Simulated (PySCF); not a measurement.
## Electronic structure of C4H3F3OSi in real space

```
atom    x (Å)    y (Å)    z (Å)
   O   0.9653   1.7658   1.8951
   C   0.9039   0.9975   0.9795
   C   1.8497  -0.0387   0.5023
   C   1.2914  -0.4708  -0.6446
  Si  -0.2639   0.6177  -0.5546
   C  -1.8189  -0.4932  -0.1447
   F  -2.8956   0.2237   0.2219
   F  -1.5829  -1.3692   0.8489
   F  -2.2057  -1.2282  -1.2080
   H   2.7669  -0.3404   0.9804
   H   1.7034  -1.2059  -1.3152
   H  -0.7126   1.5411  -1.5870
```

Geometry: GFN2-xTB.

The calculation used PBE0/pcSseg-1, SCF density, gas phase, non-relativistic in PySCF 2.14.0.

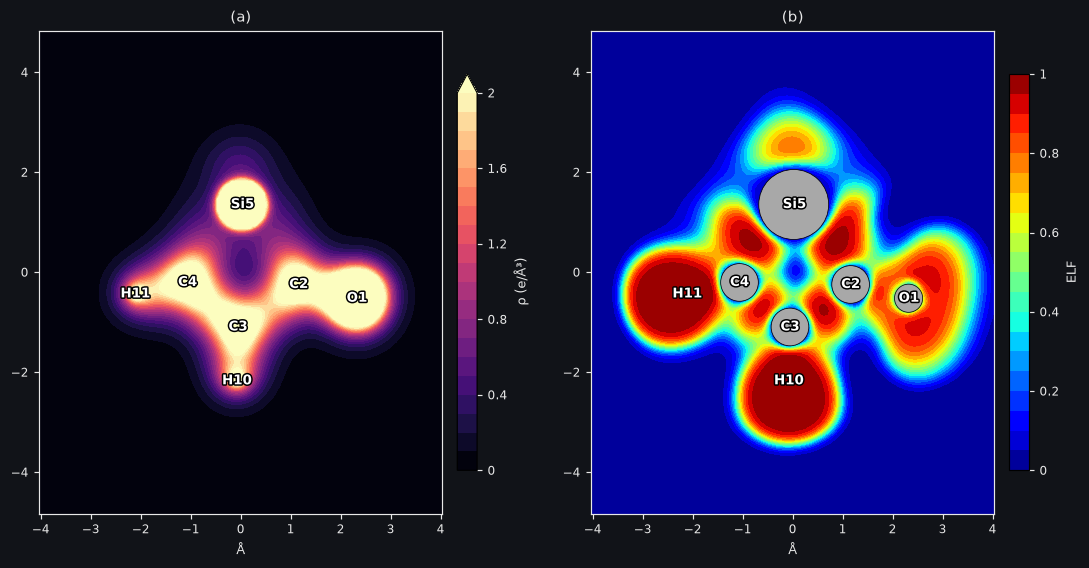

Figure 1. (a) electron density; (b) electron localisation function on the plane of atoms C4, C3 and H10. Grey discs cover the atomic cores in the ELF map.

Read the bonding off the picture.

The section cuts through O, C, Si and H sites.
C–O (1.20 Å): the density is about 3.4 e/Å³ at the midpoint; the ELF peaks at about 0.85 between the atoms (a short, multiple covalent bond).
C–C (1.35 Å): ρ at the midpoint is about 2.3 e/Å³; the ELF peaks at about 0.95 between the atoms, as expected for localised, covalent bonding.
C–Si (1.90 Å): ρ is about 0.89 e/Å³ halfway; the ELF peaks at about 0.95 between the atoms (a covalent bond).
C–H (1.08 Å): ρ is about 2 e/Å³ halfway; the ELF climbs to about 1 towards the hydrogen, as it does in any bond to H (a covalent bond by its length).
C–C (1.48 Å): the density is about 1.8 e/Å³ at the midpoint; the ELF peaks at about 0.95 between the atoms; a shared electron pair.
The ELF also peaks beside O1, away from the bonds: lone-pair regions.

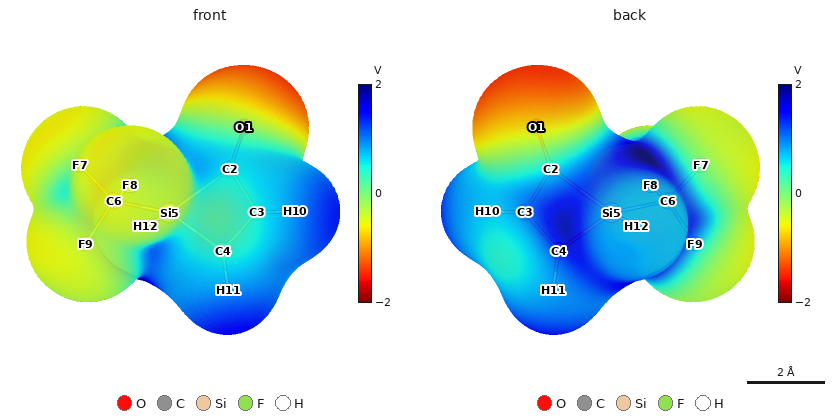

Figure 2. The electrostatic potential painted on the density surface at 0.002 e/bohr³, seen from the front and from behind; the colour scale runs from red (negative) to blue (positive).

Describe the electrostatic potential map.

The most negative region (about −1.4 V) lies over O1, the most positive (about +1.9 V) over Si5. O1 is the likeliest acceptor of a hydrogen bond.
